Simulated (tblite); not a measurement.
Geometry relaxation of C5H13BO2Si (part 2 of 2)

Continued. System: C5H13BO2Si. Method: GFN2-xTB geometry optimisation, gas phase (tblite 0.8.0). It belongs to a series of runs on one base structure; here: H2 added to a C-C multiple bond.

Geometry of the input (Å):
```
C  3.0566  0.4383  -0.7884
C  1.5308  0.2973  -0.7063
Si 1.0330  -0.2873  1.0163
C  -0.8511  -0.3449  1.1540
C  -1.4166  1.0243  0.9250
O  -2.0599  1.3113  -0.0975
B  -2.4264  0.3622  -1.1460
O  -1.5091  -0.8171  -1.1301
C  -1.4556  -1.3621  0.1728
H  3.3216  0.7804  -1.8028
H  3.4046  1.1914  -0.0546
H  3.5409  -0.5363  -0.5900
H  1.1859  -0.4475  -1.4370
H  1.0568  1.2691  -0.9106
H  1.5817  -1.6103  1.2677
H  1.5457  0.6566  2.0274
H  -1.0962  -0.6640  2.2018
H  -1.2131  1.8007  1.6441
H  -3.5547  0.0059  -0.9694
H  -2.3563  0.9010  -2.1952
H  -2.4777  -1.6652  0.5222
H  -0.8512  -2.2843  0.1519
```

**Trajectory as extended XYZ, continued**
```
22
Properties=species:S:1:pos:R:3:forces:R:3 step=47 energy=-774.27417
C     2.9958    0.4425   -0.9275    0.0080   0.0030   0.0000
C     1.4784    0.3490   -0.7777   -0.0150  -0.0070   0.0170
Si    0.9818   -0.2098    0.9599    0.0560   0.0010   0.0450
C    -0.9229   -0.4158    1.2921   -0.0070   0.0090   0.0180
C    -1.5123    0.8884    1.0761   -0.0220  -0.0130  -0.0050
O    -2.0065    1.2812    0.0098    0.0180   0.0220   0.0170
B    -2.1512    0.3322   -1.2226    0.0190   0.0090  -0.0210
O    -1.3923   -0.8941   -1.0015    0.0090   0.0330   0.0430
C    -1.5177   -1.4063    0.2767   -0.0260  -0.0090   0.0010
H     3.2678    0.7570   -1.9323   -0.0240   0.0050  -0.0180
H     3.4109    1.1584   -0.2225   -0.0040   0.0220   0.0060
H     3.4630   -0.5193   -0.7342   -0.0060  -0.0210  -0.0120
H     1.0754   -0.3430   -1.5187   -0.0060  -0.0170   0.0020
H     1.0325    1.3199   -1.0054    0.0010   0.0120   0.0080
H     1.5405   -1.5220    1.3149   -0.0250   0.0000  -0.0170
H     1.4129    0.7719    1.9753   -0.0070  -0.0170  -0.0310
H    -1.0360   -0.7416    2.3256   -0.0180   0.0130  -0.0020
H    -1.5228    1.6000    1.9107    0.0190  -0.0040  -0.0110
H    -3.3433    0.1919   -1.2724    0.0270  -0.0200  -0.0150
H    -1.6931    0.9280   -2.1395   -0.0070  -0.0060  -0.0090
H    -2.5738   -1.5792    0.5432   -0.0410  -0.0280   0.0020
H    -0.9976   -2.3700    0.3252    0.0510   0.0150  -0.0170
22
Properties=species:S:1:pos:R:3:forces:R:3 step=51 energy=-774.27652
C     2.9895    0.4426   -0.9308   -0.0110  -0.0010  -0.0040
C     1.4720    0.3478   -0.7750    0.0080   0.0010  -0.0030
Si    0.9832   -0.2111    0.9653   -0.0680  -0.0130  -0.0300
C    -0.9264   -0.4142    1.2957   -0.0210  -0.0070   0.0140
C    -1.5138    0.8894    1.0768    0.0090   0.0240   0.0020
O    -2.0070    1.2851    0.0115    0.0340   0.0010  -0.0090
B    -2.1394    0.3347   -1.2225   -0.0180  -0.0070  -0.0050
O    -1.3767   -0.8877   -0.9952   -0.0100   0.0100   0.0000
C    -1.5137   -1.4079    0.2787    0.0150   0.0140   0.0110
H     3.2570    0.7579   -1.9371   -0.0260   0.0010  -0.0010
H     3.4039    1.1610   -0.2267    0.0100  -0.0200  -0.0110
H     3.4541   -0.5221   -0.7420    0.0110   0.0210   0.0000
H     1.0677   -0.3452   -1.5152   -0.0060   0.0020   0.0200
H     1.0264    1.3196   -1.0016   -0.0040  -0.0100   0.0140
H     1.5196   -1.5326    1.3121    0.0160  -0.0110   0.0010
H     1.4115    0.7728    1.9741    0.0220   0.0040   0.0180
H    -1.0444   -0.7378    2.3285   -0.0060   0.0060   0.0310
H    -1.5134    1.6064    1.9066    0.0040  -0.0130   0.0180
H    -3.3301    0.1826   -1.2763    0.0280   0.0000  -0.0360
H    -1.6770    0.9349   -2.1349   -0.0210  -0.0190  -0.0040
H    -2.5725   -1.5908    0.5371    0.0380  -0.0080  -0.0190
H    -0.9811   -2.3660    0.3261   -0.0010   0.0250  -0.0090
22
Properties=species:S:1:pos:R:3:forces:R:3 step=56 energy=-774.27856
C     2.9768    0.4419   -0.9394   -0.0020  -0.0020   0.0020
C     1.4612    0.3477   -0.7733   -0.0110  -0.0040   0.0090
Si    0.9709   -0.2121    0.9658    0.0290   0.0040   0.0230
C    -0.9360   -0.4148    1.3099   -0.0040   0.0040   0.0000
C    -1.5164    0.8901    1.0847    0.0040  -0.0040   0.0050
O    -1.9972    1.2883    0.0145    0.0030  -0.0050  -0.0020
B    -2.1165    0.3372   -1.2234    0.0110   0.0020  -0.0060
O    -1.3555   -0.8833   -0.9856    0.0090  -0.0010  -0.0040
C    -1.5080   -1.4071    0.2852    0.0040  -0.0060  -0.0080
H     3.2342    0.7582   -1.9478   -0.0140   0.0010  -0.0010
H     3.3987    1.1580   -0.2382    0.0050   0.0040  -0.0020
H     3.4442   -0.5217   -0.7544    0.0070  -0.0030  -0.0060
H     1.0519   -0.3453   -1.5098   -0.0070   0.0020  -0.0080
H     1.0155    1.3199   -0.9959   -0.0110   0.0000   0.0000
H     1.5059   -1.5373    1.3071    0.0040   0.0160   0.0030
H     1.4119    0.7749    1.9698   -0.0010  -0.0320   0.0010
H    -1.0536   -0.7362    2.3439   -0.0110   0.0050  -0.0060
H    -1.5167    1.6042    1.9168   -0.0090   0.0130   0.0020
H    -3.3020    0.1795   -1.3067   -0.0190   0.0130   0.0080
H    -1.6412    0.9379   -2.1275    0.0030   0.0000  -0.0210
H    -2.5676   -1.5991    0.5268   -0.0010   0.0040  -0.0010
H    -0.9710   -2.3616    0.3328    0.0110  -0.0110   0.0120
22
Properties=species:S:1:pos:R:3:forces:R:3 step=60 energy=-774.27910
C     2.9755    0.4417   -0.9364   -0.0030   0.0030  -0.0060
C     1.4596    0.3452   -0.7688    0.0080   0.0030  -0.0070
Si    0.9732   -0.2150    0.9707   -0.0190  -0.0050  -0.0170
C    -0.9367   -0.4119    1.3088    0.0170  -0.0030  -0.0100
C    -1.5129    0.8941    1.0810   -0.0020   0.0050  -0.0080
O    -1.9956    1.2907    0.0110    0.0060   0.0060  -0.0030
B    -2.1217    0.3365   -1.2257   -0.0070  -0.0010  -0.0040
O    -1.3534   -0.8799   -0.9891   -0.0110   0.0020   0.0050
C    -1.5031   -1.4058    0.2816    0.0020   0.0000   0.0100
H     3.2286    0.7595   -1.9454   -0.0040   0.0010  -0.0040
H     3.3989    1.1582   -0.2361   -0.0080   0.0010  -0.0050
H     3.4469   -0.5207   -0.7538   -0.0100   0.0030  -0.0070
H     1.0507   -0.3465   -1.5073   -0.0020  -0.0030   0.0120
H     1.0117    1.3166   -0.9924   -0.0010  -0.0020   0.0120
H     1.5051   -1.5404    1.3084    0.0120  -0.0170   0.0110
H     1.4176    0.7638    1.9764    0.0120   0.0110   0.0350
H    -1.0598   -0.7307    2.3430   -0.0040  -0.0050  -0.0120
H    -1.5068    1.6120    1.9107   -0.0130  -0.0040  -0.0090
H    -3.3097    0.1761   -1.2978    0.0220   0.0100   0.0090
H    -1.6564    0.9371   -2.1359    0.0010  -0.0090  -0.0020
H    -2.5617   -1.6037    0.5230    0.0010   0.0030  -0.0050
H    -0.9604   -2.3577    0.3295    0.0000   0.0020   0.0040
22
Properties=species:S:1:pos:R:3:forces:R:3 step=64 energy=-774.27967
C     2.9707    0.4423   -0.9400   -0.0030   0.0040  -0.0090
C     1.4562    0.3449   -0.7668   -0.0110  -0.0030   0.0210
Si    0.9725   -0.2165    0.9732    0.0390   0.0000   0.0440
C    -0.9361   -0.4109    1.3099   -0.0230   0.0130   0.0040
C    -1.5125    0.8956    1.0806    0.0040   0.0010  -0.0120
O    -1.9894    1.2934    0.0087    0.0050   0.0010  -0.0200
B    -2.1150    0.3373   -1.2283    0.0180   0.0000   0.0080
O    -1.3487   -0.8796   -0.9878    0.0030  -0.0090  -0.0120
C    -1.4993   -1.4060    0.2829   -0.0100   0.0110  -0.0180
H     3.2174    0.7609   -1.9499    0.0090   0.0070  -0.0130
H     3.3967    1.1585   -0.2412   -0.0050   0.0020  -0.0030
H     3.4436   -0.5200   -0.7611   -0.0080  -0.0010  -0.0030
H     1.0445   -0.3467   -1.5036   -0.0020  -0.0030   0.0060
H     1.0059    1.3158   -0.9868    0.0020   0.0060   0.0030
H     1.5052   -1.5431    1.3122   -0.0020   0.0060  -0.0020
H     1.4213    0.7569    1.9875   -0.0100  -0.0190  -0.0150
H    -1.0662   -0.7303    2.3427    0.0130  -0.0020   0.0040
H    -1.5128    1.6137    1.9103   -0.0050  -0.0140  -0.0020
H    -3.3022    0.1817   -1.2996   -0.0050  -0.0030   0.0070
H    -1.6491    0.9340   -2.1410    0.0040  -0.0100   0.0100
H    -2.5587   -1.6053    0.5188   -0.0010  -0.0010   0.0170
H    -0.9544   -2.3570    0.3345   -0.0120   0.0130  -0.0120
22
Properties=species:S:1:pos:R:3:forces:R:3 step=69 energy=-774.28052
C     2.9625    0.4441   -0.9472    0.0000   0.0010   0.0050
C     1.4499    0.3443   -0.7582    0.0050   0.0060  -0.0020
Si    0.9780   -0.2198    0.9854   -0.0270  -0.0050  -0.0240
C    -0.9369   -0.4080    1.3107    0.0280  -0.0050  -0.0040
C    -1.5116    0.8979    1.0771    0.0050  -0.0010   0.0010
O    -1.9771    1.2964    0.0000    0.0100   0.0030   0.0070
B    -2.1025    0.3381   -1.2318   -0.0080  -0.0020  -0.0100
O    -1.3436   -0.8821   -0.9895   -0.0100  -0.0090  -0.0040
C    -1.4968   -1.4039    0.2818    0.0040  -0.0050   0.0070
H     3.2022    0.7646   -1.9589   -0.0120   0.0000   0.0060
H     3.3929    1.1596   -0.2505    0.0070   0.0030  -0.0030
H     3.4366   -0.5185   -0.7736    0.0020   0.0010  -0.0040
H     1.0338   -0.3475   -1.4929   -0.0090   0.0010   0.0170
H     0.9974    1.3150   -0.9751   -0.0040  -0.0010   0.0100
H     1.5102   -1.5475    1.3157   -0.0040  -0.0120   0.0070
H     1.4267    0.7463    2.0022    0.0020   0.0130   0.0130
H    -1.0730   -0.7291    2.3425    0.0100   0.0090   0.0000
H    -1.5261    1.6118    1.9097    0.0010   0.0070  -0.0040
H    -3.2917    0.1900   -1.2995    0.0020  -0.0080  -0.0050
H    -1.6346    0.9262   -2.1479    0.0060   0.0080  -0.0060
H    -2.5559   -1.6051    0.5177   -0.0040   0.0080   0.0070
H    -0.9508   -2.3533    0.3378   -0.0040  -0.0120  -0.0150
22
Properties=species:S:1:pos:R:3:forces:R:3 step=73 energy=-774.28093
C     2.9584    0.4455   -0.9495    0.0010   0.0030  -0.0010
C     1.4473    0.3449   -0.7523   -0.0040  -0.0010   0.0040
Si    0.9794   -0.2226    0.9901    0.0160   0.0030   0.0150
C    -0.9339   -0.4068    1.3093   -0.0060   0.0000   0.0020
C    -1.5085    0.8994    1.0746    0.0110   0.0000  -0.0080
O    -1.9679    1.2982   -0.0048   -0.0160   0.0000  -0.0030
B    -2.0983    0.3376   -1.2358    0.0020   0.0000   0.0000
O    -1.3442   -0.8848   -0.9920   -0.0020   0.0000   0.0040
C    -1.4949   -1.4038    0.2807    0.0000  -0.0020   0.0010
H     3.1916    0.7673   -1.9620   -0.0090   0.0010  -0.0060
H     3.3926    1.1613   -0.2555    0.0070  -0.0030   0.0040
H     3.4337   -0.5174   -0.7806    0.0040   0.0030   0.0020
H     1.0264   -0.3481   -1.4827   -0.0030   0.0020  -0.0060
H     0.9921    1.3149   -0.9663   -0.0010   0.0050   0.0050
H     1.5095   -1.5520    1.3200   -0.0070  -0.0010   0.0000
H     1.4287    0.7401    2.0117   -0.0030   0.0020  -0.0030
H    -1.0725   -0.7250    2.3415    0.0040  -0.0070   0.0030
H    -1.5301    1.6137    1.9070    0.0130  -0.0080  -0.0060
H    -3.2877    0.1907   -1.2990   -0.0010   0.0070  -0.0090
H    -1.6294    0.9237   -2.1529   -0.0030  -0.0020  -0.0050
H    -2.5536   -1.6037    0.5201    0.0010   0.0040   0.0000
H    -0.9493   -2.3536    0.3338   -0.0060  -0.0070   0.0050
22
Properties=species:S:1:pos:R:3:forces:R:3 step=77 energy=-774.28114
C     2.9566    0.4466   -0.9502   -0.0030  -0.0010  -0.0010
C     1.4457    0.3453   -0.7488    0.0050   0.0010   0.0040
Si    0.9826   -0.2236    0.9944   -0.0090  -0.0030  -0.0070
C    -0.9320   -0.4068    1.3086    0.0060  -0.0040  -0.0060
C    -1.5049    0.8998    1.0713   -0.0140  -0.0090   0.0050
O    -1.9675    1.2981   -0.0072    0.0110  -0.0120  -0.0010
B    -2.0972    0.3375   -1.2378   -0.0060  -0.0020   0.0020
O    -1.3449   -0.8861   -0.9926    0.0060   0.0020  -0.0020
C    -1.4942   -1.4042    0.2806   -0.0040   0.0020  -0.0020
H     3.1848    0.7688   -1.9638    0.0010   0.0020   0.0030
H     3.3941    1.1612   -0.2566   -0.0060   0.0000  -0.0080
H     3.4333   -0.5159   -0.7827   -0.0030   0.0020  -0.0060
H     1.0223   -0.3473   -1.4789    0.0060   0.0110   0.0040
H     0.9894    1.3156   -0.9605    0.0040  -0.0040   0.0070
H     1.5083   -1.5549    1.3220    0.0030  -0.0030   0.0050
H     1.4296    0.7392    2.0157    0.0050   0.0050   0.0060
H    -1.0707   -0.7242    2.3414   -0.0040   0.0030  -0.0090
H    -1.5269    1.6133    1.9039    0.0160   0.0060  -0.0010
H    -3.2866    0.1918   -1.3017   -0.0050   0.0050  -0.0100
H    -1.6284    0.9224   -2.1562    0.0000  -0.0060   0.0050
H    -2.5529   -1.6015    0.5215   -0.0040  -0.0020   0.0020
H    -0.9508   -2.3557    0.3327   -0.0050   0.0060   0.0090
22
Properties=species:S:1:pos:R:3:forces:R:3 step=81 energy=-774.28133
C     2.9540    0.4478   -0.9518    0.0050   0.0010   0.0000
C     1.4446    0.3459   -0.7441    0.0000   0.0020   0.0000
Si    0.9844   -0.2251    0.9985   -0.0010  -0.0020   0.0040
C    -0.9303   -0.4074    1.3073   -0.0090   0.0000   0.0050
C    -1.5034    0.8988    1.0693    0.0120   0.0060  -0.0010
O    -1.9647    1.2964   -0.0099   -0.0050   0.0050   0.0030
B    -2.0959    0.3366   -1.2395    0.0000  -0.0050  -0.0030
O    -1.3442   -0.8875   -0.9933   -0.0100  -0.0090  -0.0020
C    -1.4941   -1.4043    0.2804   -0.0040  -0.0020   0.0010
H     3.1773    0.7711   -1.9661    0.0050   0.0030  -0.0020
H     3.3942    1.1618   -0.2598   -0.0010   0.0090   0.0000
H     3.4321   -0.5143   -0.7872   -0.0010  -0.0060  -0.0060
H     1.0188   -0.3445   -1.4743   -0.0010  -0.0010  -0.0020
H     0.9873    1.3162   -0.9526    0.0020   0.0080   0.0050
H     1.5070   -1.5581    1.3255    0.0060   0.0050   0.0040
H     1.4311    0.7380    2.0211   -0.0010  -0.0090  -0.0050
H    -1.0705   -0.7234    2.3399   -0.0060  -0.0060   0.0060
H    -1.5209    1.6141    1.9006    0.0050   0.0050  -0.0040
H    -3.2857    0.1945   -1.3071   -0.0020  -0.0050   0.0010
H    -1.6261    0.9195   -2.1584    0.0070   0.0020   0.0020
H    -2.5528   -1.6001    0.5228   -0.0050   0.0020  -0.0050
H    -0.9527   -2.3566    0.3343    0.0030  -0.0010   0.0010
22
Properties=species:S:1:pos:R:3:forces:R:3 step=86 energy=-774.28155
C     2.9526    0.4497   -0.9536   -0.0040   0.0030  -0.0020
C     1.4440    0.3474   -0.7393    0.0000   0.0010  -0.0030
Si    0.9856   -0.2278    1.0028   -0.0030  -0.0030  -0.0080
C    -0.9308   -0.4084    1.3069    0.0050   0.0010  -0.0010
C    -1.4985    0.8996    1.0664   -0.0080  -0.0010  -0.0020
O    -1.9630    1.2951   -0.0123    0.0050   0.0000  -0.0040
B    -2.0960    0.3339   -1.2421    0.0010   0.0040   0.0040
O    -1.3471   -0.8917   -0.9947    0.0010   0.0010   0.0040
C    -1.4958   -1.4053    0.2803   -0.0020   0.0000   0.0040
H     3.1717    0.7745   -1.9684   -0.0010   0.0010   0.0000
H     3.3944    1.1646   -0.2634    0.0070  -0.0100   0.0020
H     3.4307   -0.5135   -0.7938    0.0030   0.0100   0.0040
H     1.0153   -0.3408   -1.4701   -0.0040   0.0050  -0.0020
H     0.9867    1.3192   -0.9420    0.0020   0.0000  -0.0010
H     1.5079   -1.5600    1.3312    0.0060  -0.0020   0.0010
H     1.4325    0.7339    2.0257   -0.0010  -0.0010   0.0040
H    -1.0729   -0.7241    2.3396   -0.0060   0.0030  -0.0030
H    -1.5100    1.6179    1.8953    0.0030   0.0030  -0.0040
H    -3.2860    0.1948   -1.3126    0.0040  -0.0050   0.0050
H    -1.6221    0.9166   -2.1592    0.0030   0.0000   0.0020
H    -2.5551   -1.5986    0.5225   -0.0030  -0.0070   0.0030
H    -0.9545   -2.3576    0.3361   -0.0070  -0.0030  -0.0010
22
Properties=species:S:1:pos:R:3:forces:R:3 step=90 energy=-774.28164
C     2.9513    0.4510   -0.9551    0.0050  -0.0020   0.0020
C     1.4432    0.3485   -0.7381    0.0000   0.0020   0.0010
Si    0.9860   -0.2293    1.0034   -0.0040   0.0000   0.0040
C    -0.9311   -0.4089    1.3068   -0.0050  -0.0020   0.0000
C    -1.4976    0.8998    1.0651    0.0060  -0.0010  -0.0010
O    -1.9612    1.2948   -0.0141    0.0010   0.0020   0.0030
B    -2.0946    0.3334   -1.2424    0.0030  -0.0030   0.0000
O    -1.3478   -0.8935   -0.9941    0.0040   0.0010   0.0000
C    -1.4974   -1.4062    0.2813   -0.0010  -0.0010  -0.0020
H     3.1688    0.7764   -1.9700   -0.0020   0.0040   0.0010
H     3.3959    1.1639   -0.2646   -0.0010   0.0040   0.0020
H     3.4305   -0.5114   -0.7961    0.0020  -0.0080  -0.0010
H     1.0125   -0.3380   -1.4693   -0.0010   0.0050  -0.0040
H     0.9866    1.3211   -0.9379   -0.0030   0.0020  -0.0030
H     1.5101   -1.5606    1.3336    0.0000   0.0000  -0.0050
H     1.4325    0.7314    2.0279   -0.0030  -0.0020  -0.0010
H    -1.0755   -0.7240    2.3393    0.0010   0.0050   0.0020
H    -1.5057    1.6200    1.8926   -0.0010  -0.0030  -0.0060
H    -3.2844    0.1941   -1.3144    0.0020   0.0020   0.0020
H    -1.6181    0.9153   -2.1589   -0.0020  -0.0020   0.0000
H    -2.5569   -1.5993    0.5232    0.0010   0.0000   0.0040
H    -0.9573   -2.3591    0.3370   -0.0020  -0.0020   0.0020
```

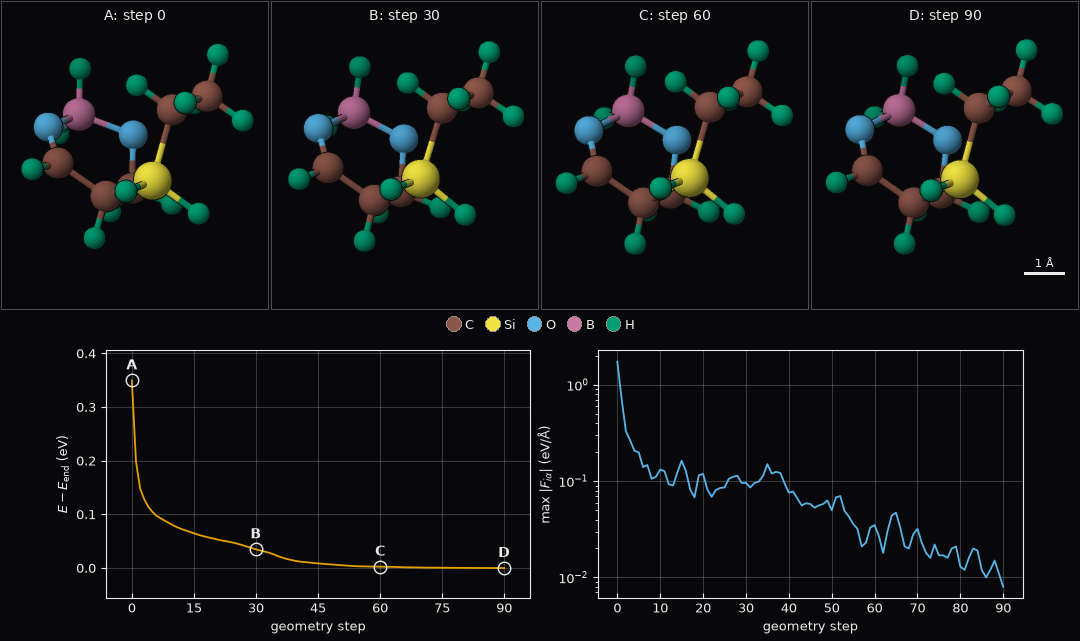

**Figure 1.** Frames of the relaxation (ball-and-stick view, seen at a tilt) above the curves, on which the letters mark them (steps are counted from 0).

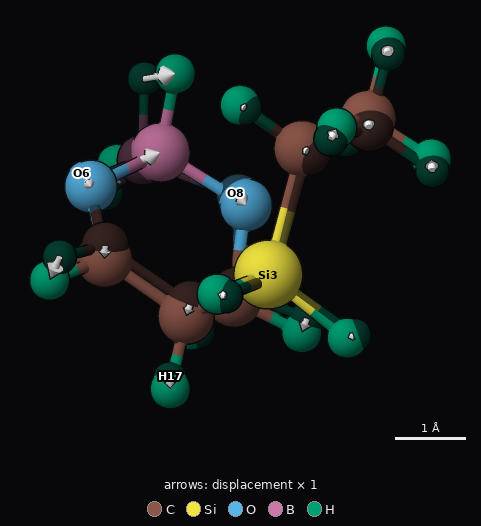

**Figure 2.** Start (faint) and end (solid) with the displacements as white arrows, at true length (ball-and-stick view, seen at a tilt). The two geometries are laid on each other by the best rigid fit. The atom that moves furthest after the best rigid fit is H20 (0.74 Å). By element the largest moves are H 0.74 Å, B 0.35 Å, O 0.23 Å, C 0.20 Å, Si 0.08 Å. Among the contacts that change: O6–B7 1.461 → 1.566 Å, Si3–C4 1.890 → 1.949 Å, C4–C5 1.499 → 1.446 Å, B7–O8 1.494 → 1.458 Å. Among the angles that change: O6–B7–H19 108.9° → 101.7°, C4–Si3–H15 109.6° → 103.4°, H19–B7–H20 108.8° → 114.1°. The energy falls by 0.350 eV in 90 geometry steps. The largest force component goes from 1.7 to 0.008 eV/Å. (Atoms are counted from 1 in the order of the input.)
